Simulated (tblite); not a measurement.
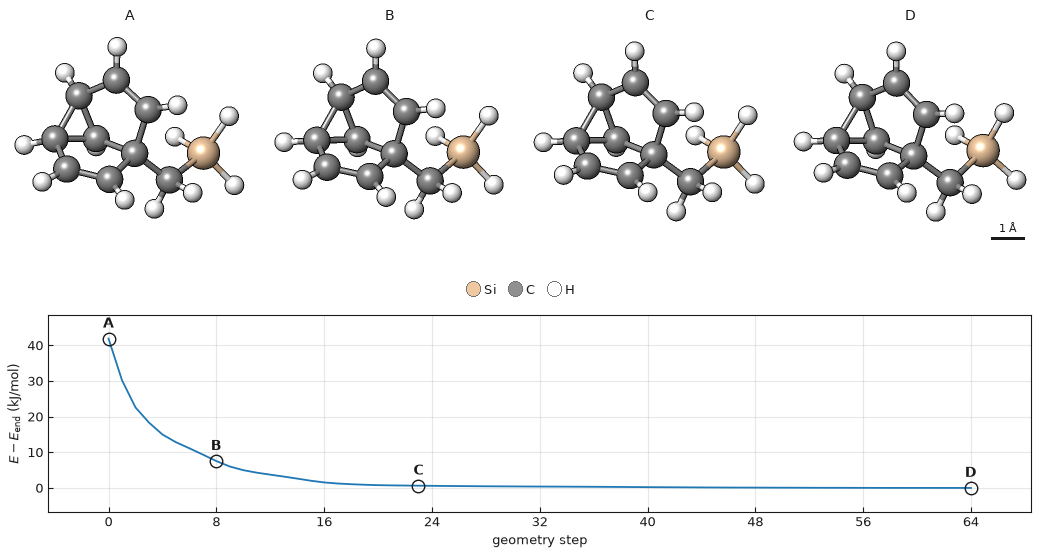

Frames of a relaxation of C9H12Si, marked on the history of the run. Style: ball-and-stick. Shown from a free direction.

Theory: tblite 0.8.0, GFN2-xTB geometry optimisation, gas phase. 

**What happens along the run?**

After 64 geometry steps the energy has fallen by 41.9 kJ/mol. The atom that moves furthest after the best rigid fit is an H atom (0.31 Å). Largest moves by element: H 0.31 Å, C 0.16 Å, Si 0.08 Å. Some distances before and after: C–Si 1.871 → 1.903 Å, C–C 1.531 → 1.562 Å, C–C 1.487 → 1.460 Å, H–Si 1.490 → 1.463 Å. Bond angles that change, for instance: C–C–C 106.8° → 95.0°, Si–C–C 119.1° → 113.2°, C–C–C 102.3° → 107.4°. From step 0 to 8: an H atom moves most (0.11 Å), energy −34.3 kJ/mol. From step 8 to 23: an H atom moves most (0.17 Å), energy −6.91 kJ/mol. From step 23 to 64: an H atom moves most (0.14 Å), energy −0.64 kJ/mol.

```json
{"step": "0", "E − E(0), kJ/mol": "0.00"}
{"step": "1", "E − E(0), kJ/mol": "-11.68"}
{"step": "2", "E − E(0), kJ/mol": "-19.30"}
{"step": "3", "E − E(0), kJ/mol": "-23.55"}
{"step": "4", "E − E(0), kJ/mol": "-26.89"}
{"step": "5", "E − E(0), kJ/mol": "-29.06"}
{"step": "6", "E − E(0), kJ/mol": "-30.76"}
{"step": "7", "E − E(0), kJ/mol": "-32.53"}
{"step": "8", "E − E(0), kJ/mol": "-34.35"}
{"step": "9", "E − E(0), kJ/mol": "-35.88"}
{"step": "10", "E − E(0), kJ/mol": "-36.90"}
{"step": "13", "E − E(0), kJ/mol": "-38.70"}
{"step": "16", "E − E(0), kJ/mol": "-40.34"}
{"step": "19", "E − E(0), kJ/mol": "-41.00"}
{"step": "21", "E − E(0), kJ/mol": "-41.17"}
{"step": "24", "E − E(0), kJ/mol": "-41.30"}
{"step": "27", "E − E(0), kJ/mol": "-41.40"}
{"step": "30", "E − E(0), kJ/mol": "-41.46"}
{"step": "33", "E − E(0), kJ/mol": "-41.51"}
{"step": "36", "E − E(0), kJ/mol": "-41.57"}
{"step": "38", "E − E(0), kJ/mol": "-41.61"}
{"step": "41", "E − E(0), kJ/mol": "-41.69"}
{"step": "44", "E − E(0), kJ/mol": "-41.75"}
{"step": "47", "E − E(0), kJ/mol": "-41.79"}
{"step": "50", "E − E(0), kJ/mol": "-41.82"}
{"step": "53", "E − E(0), kJ/mol": "-41.85"}
{"step": "55", "E − E(0), kJ/mol": "-41.86"}
{"step": "58", "E − E(0), kJ/mol": "-41.88"}
{"step": "61", "E − E(0), kJ/mol": "-41.89"}
{"step": "64", "E − E(0), kJ/mol": "-41.89"}
```
